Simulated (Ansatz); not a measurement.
# C4H8O4Ti: geometry relaxation (part 2 of 2)

C4H8O4Ti, SMILES [CH3][Ti-]1([OH])([OH])[O]C=CC=[O+]1; RKS PBE0-D4/def2-TZVP (Ansatz 0.2.0). The geometry: PBE-D4/def2-SVP start.

Geometry of the input (Å):
```
C  1.1098  -0.3145  -2.0667
Ti 0.9035  -0.5428  0.0011
O  2.4591  -0.1143  0.7961
O  0.9306  -2.3454  0.0269
O  0.1790  1.3644  0.0166
C  -0.8869  1.9348  0.4147
C  -1.9631  1.2772  1.0353
C  -1.8937  -0.1049  1.2790
O  -0.9269  -0.8755  0.9610
H  1.4122  0.7180  -2.3292
H  1.8507  -1.0472  -2.4462
H  0.1167  -0.5392  -2.5155
H  3.0538  -0.8101  1.1311
H  0.1815  -2.8955  0.3184
H  -0.9472  3.0380  0.2594
H  -2.8460  1.8463  1.3547
H  -2.7522  -0.5897  1.8031
```

Trajectory as extended XYZ, continued:
```
17
Properties=species:S:1:pos:R:3:forces:R:3 step=4 energy=-35572.16245
C     1.0770   -0.3211   -2.0422   -0.0010   0.0003  -0.0018
Ti    0.8732   -0.5467    0.0104    0.0459  -0.0210  -0.0487
O     2.4281   -0.0950    0.7951    0.0180   0.0094   0.0219
O     0.9539   -2.3504    0.0390    0.0374   0.0348  -0.0246
O     0.1768    1.3588    0.0231   -0.0753   0.0289  -0.0340
C    -0.8753    1.9245    0.4155    0.1311   0.0059   0.1596
C    -1.9438    1.2775    1.0248   -0.0420  -0.0332  -0.0586
C    -1.8903   -0.0903    1.2454    0.0048   0.0577   0.0652
O    -0.9395   -0.8579    0.9255   -0.0194  -0.0009  -0.0261
H     1.3991    0.6898   -2.2973   -0.0020  -0.0142   0.0106
H     1.7933   -1.0574   -2.4128    0.0064  -0.0022  -0.0003
H     0.0993   -0.5200   -2.4959   -0.0111   0.0033   0.0020
H     3.0411   -0.7547    1.1283    0.0055   0.0102  -0.0018
H     0.2461   -2.9456    0.2845   -0.0402  -0.0779   0.0173
H    -0.9161    3.0130    0.2913   -0.0360   0.0082  -0.0597
H    -2.8069    1.8414    1.3477   -0.0059   0.0015  -0.0089
H    -2.7351   -0.5661    1.7575   -0.0163  -0.0108  -0.0120
17
Properties=species:S:1:pos:R:3:forces:R:3 step=5 energy=-35572.16353
C     1.0617   -0.3269   -2.0407    0.0024  -0.0012   0.0570
Ti    0.8721   -0.5525    0.0139    0.0525  -0.0682  -0.0039
O     2.4230   -0.0882    0.8020   -0.0234   0.0341  -0.0114
O     0.9684   -2.3574    0.0455   -0.0142   0.0615  -0.0161
O     0.1838    1.3628    0.0326    0.0227   0.0212   0.0505
C    -0.8593    1.9326    0.4392   -0.0291  -0.0485  -0.2086
C    -1.9380    1.2844    1.0292    0.0196   0.0115   0.0874
C    -1.8908   -0.0835    1.2382   -0.0265   0.0062  -0.0484
O    -0.9425   -0.8520    0.9115    0.0067  -0.0398   0.0192
H     1.3848    0.6829   -2.2934    0.0102   0.0243  -0.0071
H     1.7734   -1.0642   -2.4150    0.0251  -0.0217  -0.0180
H     0.0806   -0.5211   -2.4867   -0.0356  -0.0046  -0.0102
H     3.0467   -0.7324    1.1433    0.0130  -0.0234   0.0022
H     0.2777   -2.9841    0.2641    0.0095  -0.0058   0.0045
H    -0.9126    3.0161    0.2841    0.0200   0.0468   0.0633
H    -2.8021    1.8478    1.3469   -0.0277   0.0235   0.0128
H    -2.7463   -0.5647    1.7251   -0.0252  -0.0155   0.0268
17
Properties=species:S:1:pos:R:3:forces:R:3 step=6 energy=-35572.16546
C     1.0610   -0.3288   -2.0369    0.0153  -0.0137  -0.0180
Ti    0.8718   -0.5578    0.0145   -0.0403   0.0484   0.0060
O     2.4191   -0.0807    0.8006    0.0297  -0.0111   0.0185
O     0.9709   -2.3576    0.0441    0.0140  -0.0083  -0.0023
O     0.1846    1.3634    0.0305    0.0240  -0.0278  -0.0113
C    -0.8603    1.9320    0.4312   -0.0165  -0.0040   0.0069
C    -1.9381    1.2845    1.0270   -0.0203   0.0080   0.0139
C    -1.8966   -0.0847    1.2330   -0.0264   0.0191   0.0094
O    -0.9496   -0.8569    0.9101    0.0422  -0.0172  -0.0199
H     1.4003    0.6772   -2.2863   -0.0048   0.0115  -0.0004
H     1.7606   -1.0748   -2.4204   -0.0055  -0.0002   0.0030
H     0.0743   -0.5045   -2.4814    0.0003   0.0034   0.0061
H     3.0493   -0.7233    1.1354   -0.0113   0.0089  -0.0093
H     0.2944   -2.9958    0.2710   -0.0118  -0.0214   0.0054
H    -0.9062    3.0199    0.2971    0.0002  -0.0034   0.0006
H    -2.8011    1.8506    1.3474    0.0044  -0.0003  -0.0057
H    -2.7538   -0.5631    1.7230    0.0067   0.0082  -0.0028
17
Properties=species:S:1:pos:R:3:forces:R:3 step=7 energy=-35572.16564
C     1.0614   -0.3283   -2.0369    0.0065  -0.0043  -0.0015
Ti    0.8716   -0.5566    0.0153    0.0027   0.0057   0.0031
O     2.4205   -0.0829    0.8022    0.0015   0.0045   0.0058
O     0.9726   -2.3575    0.0450   -0.0070   0.0005   0.0002
O     0.1843    1.3627    0.0305    0.0076  -0.0103  -0.0048
C    -0.8608    1.9317    0.4307   -0.0070   0.0022   0.0061
C    -1.9392    1.2854    1.0268   -0.0012   0.0024   0.0014
C    -1.8968   -0.0836    1.2326   -0.0083   0.0017   0.0033
O    -0.9490   -0.8553    0.9090    0.0060  -0.0038  -0.0034
H     1.3970    0.6790   -2.2871   -0.0010   0.0011  -0.0006
H     1.7606   -1.0737   -2.4217   -0.0041   0.0031   0.0024
H     0.0731   -0.5055   -2.4771   -0.0022   0.0006  -0.0015
H     3.0498   -0.7265    1.1357   -0.0042  -0.0019  -0.0051
H     0.2972   -2.9984    0.2697    0.0044  -0.0015  -0.0005
H    -0.9061    3.0196    0.2963    0.0007  -0.0005  -0.0015
H    -2.8022    1.8518    1.3462    0.0024   0.0002  -0.0028
H    -2.7534   -0.5623    1.7226    0.0032   0.0003  -0.0005
17
Properties=species:S:1:pos:R:3:forces:R:3 step=8 energy=-35572.16567
C     1.0614   -0.3278   -2.0366    0.0019   0.0000  -0.0013
Ti    0.8717   -0.5562    0.0157    0.0015  -0.0040  -0.0001
O     2.4202   -0.0828    0.8036    0.0002   0.0074   0.0032
O     0.9727   -2.3572    0.0447   -0.0056   0.0024   0.0006
O     0.1843    1.3620    0.0302    0.0025  -0.0032  -0.0020
C    -0.8609    1.9313    0.4302   -0.0057   0.0042   0.0047
C    -1.9393    1.2855    1.0267    0.0027   0.0010  -0.0028
C    -1.8968   -0.0836    1.2327    0.0000  -0.0020   0.0031
O    -0.9489   -0.8553    0.9091   -0.0020   0.0015   0.0003
H     1.3971    0.6794   -2.2870    0.0004  -0.0010  -0.0002
H     1.7600   -1.0737   -2.4215   -0.0011   0.0014   0.0002
H     0.0727   -0.5044   -2.4763   -0.0005  -0.0003  -0.0003
H     3.0495   -0.7276    1.1345   -0.0003  -0.0045  -0.0020
H     0.2982   -2.9989    0.2697    0.0037  -0.0012  -0.0008
H    -0.9059    3.0191    0.2953    0.0006  -0.0012  -0.0011
H    -2.8022    1.8522    1.3454    0.0007   0.0001  -0.0007
H    -2.7531   -0.5622    1.7233    0.0009  -0.0007  -0.0009
17
Properties=species:S:1:pos:R:3:forces:R:3 step=9 energy=-35572.16569
C     1.0618   -0.3275   -2.0362   -0.0026   0.0029  -0.0011
Ti    0.8714   -0.5560    0.0162    0.0014  -0.0071  -0.0013
O     2.4192   -0.0822    0.8055   -0.0007   0.0051   0.0006
O     0.9729   -2.3569    0.0443   -0.0039   0.0022   0.0015
O     0.1841    1.3615    0.0300   -0.0012   0.0025  -0.0010
C    -0.8611    1.9311    0.4298   -0.0015   0.0026   0.0042
C    -1.9394    1.2857    1.0268    0.0036   0.0007  -0.0039
C    -1.8970   -0.0833    1.2334    0.0047  -0.0048  -0.0032
O    -0.9492   -0.8552    0.9095   -0.0051   0.0048   0.0035
H     1.3985    0.6793   -2.2869    0.0002  -0.0015   0.0007
H     1.7589   -1.0742   -2.4217    0.0012  -0.0010  -0.0004
H     0.0725   -0.5027   -2.4753    0.0016   0.0000   0.0001
H     3.0490   -0.7288    1.1323    0.0009  -0.0037  -0.0001
H     0.3007   -3.0009    0.2694    0.0027  -0.0004  -0.0010
H    -0.9059    3.0188    0.2942   -0.0003  -0.0018  -0.0010
H    -2.8023    1.8529    1.3449   -0.0009  -0.0004   0.0014
H    -2.7533   -0.5620    1.7239   -0.0003   0.0001   0.0009
17
Properties=species:S:1:pos:R:3:forces:R:3 step=10 energy=-35572.16570
C     1.0620   -0.3273   -2.0361   -0.0032   0.0017  -0.0005
Ti    0.8710   -0.5562    0.0163   -0.0012  -0.0041  -0.0002
O     2.4183   -0.0818    0.8065    0.0004   0.0013  -0.0006
O     0.9730   -2.3569    0.0443   -0.0019   0.0006   0.0008
O     0.1837    1.3614    0.0295   -0.0014   0.0029   0.0000
C    -0.8614    1.9312    0.4295    0.0002   0.0001   0.0003
C    -1.9395    1.2860    1.0269    0.0007   0.0002  -0.0036
C    -1.8973   -0.0831    1.2335    0.0068  -0.0020   0.0027
O    -0.9495   -0.8550    0.9099   -0.0034   0.0032   0.0007
H     1.3998    0.6793   -2.2863    0.0002  -0.0010   0.0003
H     1.7585   -1.0745   -2.4215    0.0015  -0.0009  -0.0008
H     0.0727   -0.5013   -2.4757    0.0023   0.0002   0.0008
H     3.0483   -0.7298    1.1305   -0.0001  -0.0010   0.0005
H     0.3028   -3.0029    0.2692    0.0017   0.0003  -0.0009
H    -0.9063    3.0189    0.2933   -0.0001  -0.0010   0.0003
H    -2.8023    1.8532    1.3450   -0.0008  -0.0006   0.0011
H    -2.7531   -0.5616    1.7250   -0.0016   0.0001  -0.0011
17
Properties=species:S:1:pos:R:3:forces:R:3 step=11 energy=-35572.16570
C     1.0623   -0.3273   -2.0361   -0.0015   0.0003  -0.0003
Ti    0.8705   -0.5563    0.0163   -0.0010  -0.0008   0.0001
O     2.4176   -0.0816    0.8069    0.0011  -0.0012  -0.0005
O     0.9729   -2.3568    0.0441   -0.0005  -0.0008   0.0003
O     0.1833    1.3616    0.0290   -0.0016   0.0014  -0.0001
C    -0.8617    1.9314    0.4292    0.0021  -0.0004   0.0002
C    -1.9396    1.2862    1.0270   -0.0001  -0.0003   0.0012
C    -1.8970   -0.0827    1.2345   -0.0017  -0.0004  -0.0048
O    -0.9496   -0.8547    0.9105    0.0012   0.0009   0.0017
H     1.4007    0.6792   -2.2857    0.0003   0.0001  -0.0001
H     1.7588   -1.0747   -2.4212    0.0007  -0.0002  -0.0003
H     0.0733   -0.5008   -2.4765    0.0011   0.0000   0.0007
H     3.0473   -0.7306    1.1295   -0.0007   0.0009   0.0005
H     0.3043   -3.0045    0.2687    0.0006   0.0003  -0.0005
H    -0.9068    3.0190    0.2928   -0.0003   0.0002  -0.0002
H    -2.8023    1.8533    1.3455    0.0000  -0.0002   0.0002
H    -2.7532   -0.5611    1.7255    0.0004   0.0003   0.0020
```

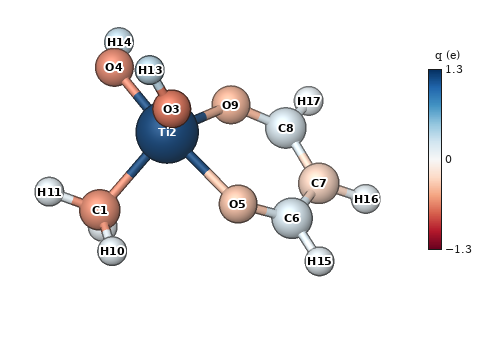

Fig. 1: Mulliken charges, as the colour of each atom (ball-and-stick view, seen at a tilt; atoms are numbered from 1 in the order of the input; Mulliken charges depend strongly on the basis). By element: C −0.62 to +0.22, Ti +1.23, O −0.68 to −0.39 and H +0.12 to +0.33 e.

Summary:

```json
{"quantity": "outcome", "value": "converged"}
{"quantity": "total energy", "value": "−35572.1657 eV"}
{"quantity": "mean-field energy", "value": "−35571.7639 eV"}
{"quantity": "dispersion energy", "value": "−0.4018 eV"}
{"quantity": "SCF solution under orbital rotations", "value": "stable"}
{"quantity": "largest force (length of the vector) at the end", "value": "0.005 eV/Å"}
{"quantity": "dipole moment", "value": "3.46 D"}
{"quantity": "hardware", "value": "4 CPU threads, shared host"}
{"quantity": "wall time", "value": "36 s (CPU time 53 s)"}
{"quantity": "peak memory", "value": "1 GiB"}
```
